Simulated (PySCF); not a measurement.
Ge(SH)2Cl2 (Cl2GeH2S2).

Method: B3LYP/def2-SVPD; geometry: GFN2-xTB; program: PySCF. No frequency check shows the geometry to be a minimum. GFN2-xTB bond lengths at metals and heavier atoms can be off by up to 0.1 Å and shapes distorted, which carries into these values.

Cartesian coordinates (Å):

```
Ge1      0.0004    0.0282   -0.0014
S2       1.8452    1.3071   -0.0552
H3       2.6600    0.2569   -0.0197
S4      -1.8422    1.3122    0.0274
H5      -2.6595    0.2637    0.0011
Cl6      0.0411   -1.2534    1.7259
Cl7     -0.0446   -1.2956   -1.6962
```

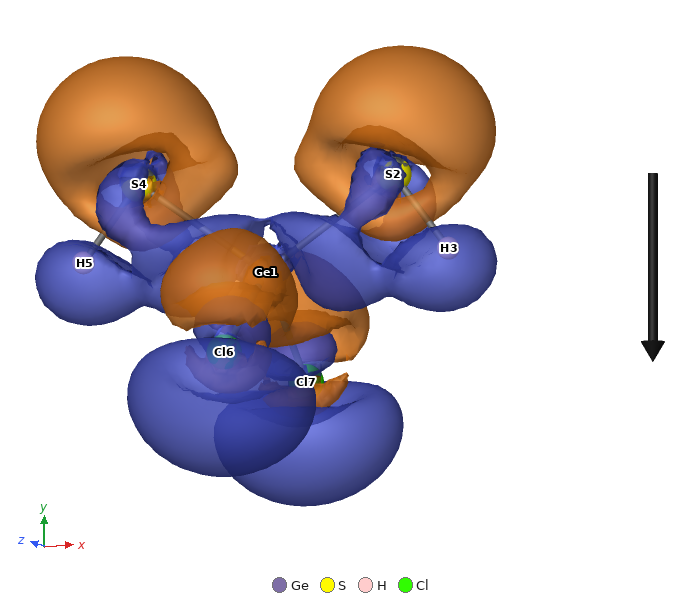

Change of the electron density in a uniform field of 0.26 V/Å along −y (arrow), surfaces at ±0.0015 e/Å³ (orange: gain, blue: loss).

> What dipole is induced, and what polarisability does it imply?

The induced dipole is 1.29 D (along the field); α along this axis, from the fields in both directions, is 102 bohr³ (15.0 Å³).

> Which atoms gain and lose the most charge?

Electrons gather most on S2 and S4 alike (Hirshfeld charge changes by −0.028 e) and leave Cl6 and Cl7 alike most (+0.022 e); 0.100 electrons are displaced in all.
